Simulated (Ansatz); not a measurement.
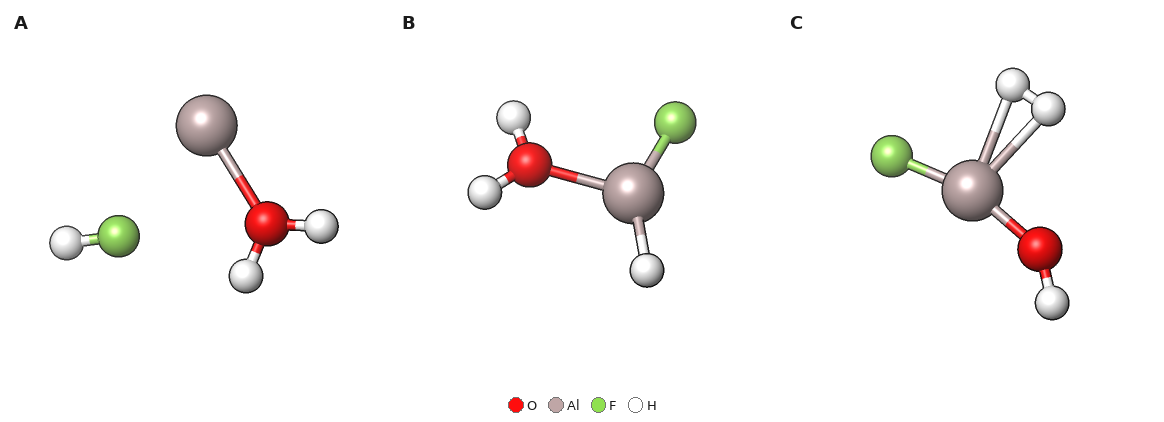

3 stationary structures of one formula. Charge +1, singlet. Geometries: PBE0-D4/def2-TZVP. Electronic energies: RHF-CCSD(T) (frozen core)/def2-TZVPP (Ansatz 0.2.0), without zero-point energy. No frequency run is at hand to confirm each as a minimum.

Which structure is the most stable?

Answer. B is lowest (Cs); C lies 22.0 kcal/mol above it (Cs), A lies 35.4 kcal/mol above it (Cs).
